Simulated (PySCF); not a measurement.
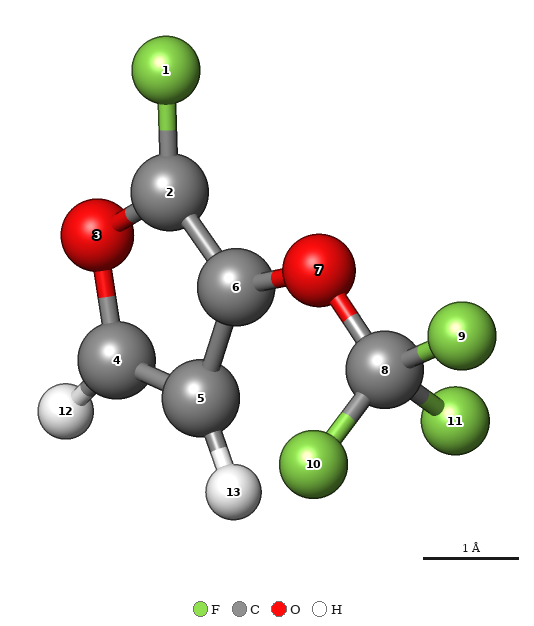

Figure 1. The structure as given in the input (ball-and-stick view, seen at a tilt; atoms are numbered from 1 in the order of the input). Bond lengths as drawn: C–C 1.36 to 1.42 Å, C–F 1.32 to 1.34 Å, C–H 1.07 Å and C–O 1.32 to 1.39 Å.

# Excited-state calculation of C5H2F4O2

- system: C5H2F4O2, SMILES Fc1occc1OC(F)(F)F
- method: TDDFT WP04/def2-SVPD, vertical, IEF-PCM chloroform (non-equilibrium linear response), core orbitals frozen in the response (PySCF 2.14.0)

The geometry comes from this level: GFN2-xTB. It belongs to a series of runs on one base structure; here: solvent chloroform; WP04/def2-SVPD; 25 states; aux def2-qzvpp-jkfit.

### The input
```
{"job": {"kind": "uv", "xc": "WP04", "basis": "def2-SVPD", "solvent": "chloroform", "nstates": 25, "ntriplets": 0, "tda": false, "scf": {"aux": "def2-qzvpp-jkfit"}}, "charge": 0, "multiplicity": 1}
F     -1.131180     2.598671     0.714531
C     -1.137316     1.327083     0.360472
O     -2.320829     0.751499     0.154641
C     -2.076155    -0.526844    -0.187383
C     -0.740030    -0.780763    -0.201034
C     -0.115776     0.443611     0.161050
O      1.229294     0.760774     0.308027
C      2.109303    -0.167860    -0.030109
F      3.330706     0.318653     0.118216
F      2.033828    -1.282573     0.716512
F      1.997377    -0.583135    -1.302448
H     -2.922018    -1.149852    -0.394274
H     -0.261592    -1.708778    -0.435929
```

The first line tells a small driver script what to run in PySCF; the rest is the geometry in Å.

Machine: 1 CPU thread, shared host.

Launch command:
```bash
OMP_NUM_THREADS=1 python <driver script> task.json out
```

### What the program printed
```
final grid: 135616 points
cycle   1  E = -754.5218714477  dE =  2.418e+00  |g| = 1.564e+00  |ddm| = 7.574e+00
cycle   2  E = -753.8936907153  dE =  6.282e-01  |g| = 2.515e+00  |ddm| = 3.915e+00
cycle   3  E = -754.9171414757  dE = -1.023e+00  |g| = 1.949e-01  |ddm| = 2.561e+00
cycle   4  E = -754.9215654991  dE = -4.424e-03  |g| = 1.403e-01  |ddm| = 4.248e-01
cycle   5  E = -754.9258886571  dE = -4.323e-03  |g| = 2.863e-02  |ddm| = 2.021e-01
cycle   6  E = -754.9260703110  dE = -1.817e-04  |g| = 7.321e-03  |ddm| = 5.595e-02
cycle   7  E = -754.9260797271  dE = -9.416e-06  |g| = 2.919e-03  |ddm| = 1.310e-02
cycle   8  E = -754.9260814697  dE = -1.743e-06  |g| = 4.963e-04  |ddm| = 3.982e-03
cycle   9  E = -754.9260815113  dE = -4.163e-08  |g| = 2.634e-04  |ddm| = 9.980e-04
cycle  10  E = -754.9260815264  dE = -1.508e-08  |g| = 5.619e-05  |ddm| = 4.027e-04
cycle  11  E = -754.9260815269  dE = -5.259e-10  |g| = 2.068e-05  |ddm| = 9.849e-05
converged SCF energy = -754.9260815269

Static polarisability (au): isotropic 74.248, principal 50.985 81.041 90.719

Singlet excitations
state   eV       nm        f      main configurations
  1   5.9899    207.0   0.15532   H->L 0.92
  2   6.6238    187.2   0.00432   H->L+2 0.96
  3   6.6790    185.6   0.02761   H-1->L 0.47, H->L+1 0.44
  4   7.3191    169.4   0.00767   H->L+3 0.96
  5   7.7182    160.6   0.00576   H->L+4 0.94
  6   8.0393    154.2   0.63948   H->L+1 0.45, H-1->L 0.43
  7   8.1490    152.1   0.00929   H-1->L+2 0.95
  8   8.2086    151.0   0.00535   H->L+5 0.94
  9   8.5782    144.5   0.10801   H-1->L+1 0.92
 10   8.7419    141.8   0.00028   H->L+6 0.93
 11   8.8519    140.1   0.00363   H-1->L+3 0.62, H->L+8 0.27
 12   8.8673    139.8   0.01456   H->L+8 0.41, H->L+7 0.40
 13   8.8765    139.7   0.01563   H->L+7 0.43, H-1->L+3 0.27, H->L+8 0.21
 14   9.0656    136.8   0.00228   H-2->L 0.67, H->L+9 0.12
 15   9.1011    136.2   0.00183   H->L+9 0.51, H-2->L 0.24, H->L+10 0.17
 16   9.1667    135.3   0.00003   H->L+10 0.54, H->L+9 0.25, H-1->L+4 0.11
 17   9.2229    134.4   0.00594   H-1->L+4 0.82, H->L+9 0.09
 18   9.4592    131.1   0.00597   H->L+11 0.86
 19   9.7180    127.6   0.01023   H-1->L+5 0.91
 20   9.7735    126.9   0.00136   H-4->L 0.73, H-3->L 0.13
 21   9.8054    126.4   0.00009   H->L+12 0.88
 22   9.9499    124.6   0.00201   H->L+13 0.93
 23  10.0943    122.8   0.00032   H->L+14 0.93
 24  10.0956    122.8   0.04703   H-3->L 0.75, H-4->L 0.13
 25  10.2582    120.9   0.02962   H-1->L+6 0.96
```

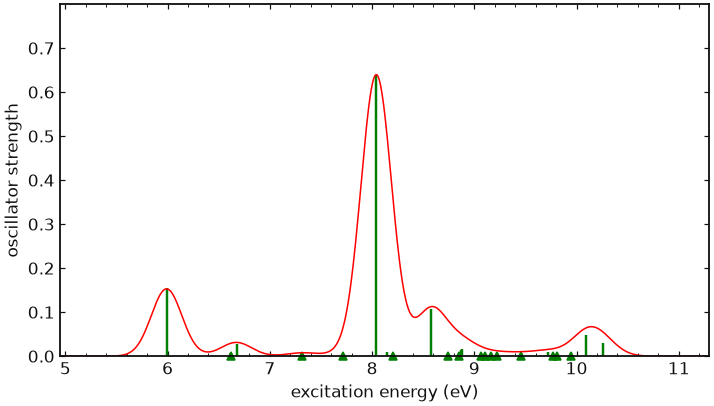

Figure 2. Computed excitations as sticks (degenerate states added up, dark ones marked on the axis), with a Gaussian envelope of 0.35 eV full width at half maximum, scaled to the tallest. Of the 25 states the lowest lies at 5.99 eV (f = 0.155); the strongest line is at 8.04 eV, or 154 nm (f = 0.639).

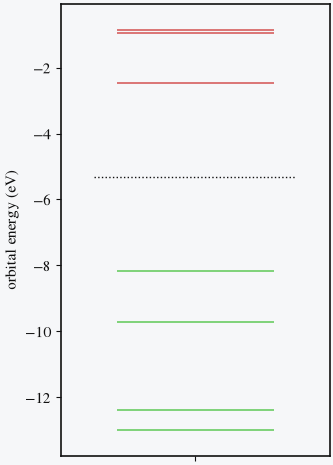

Figure 3. Orbital energies near the frontier; the dotted line parts filled from empty levels, and levels within 0.02 eV of each other stand side by side. Highest filled −8.18 eV, lowest empty −2.45 eV, 5.73 eV apart.

### Results in brief

```csv
quantity,value
outcome,converged
total energy,−754.926082 hartree
HOMO,−8.18 eV
LUMO,−2.45 eV
dipole moment,2.90 D
mean polarisability,74.25 a.u.
lowest excitation,5.99 eV
wall time,85 s
peak memory,1.1 GiB
```

Settings chosen away from the usual ones: solvent chloroform; WP04/def2-SVPD; 25 states; aux def2-qzvpp-jkfit.
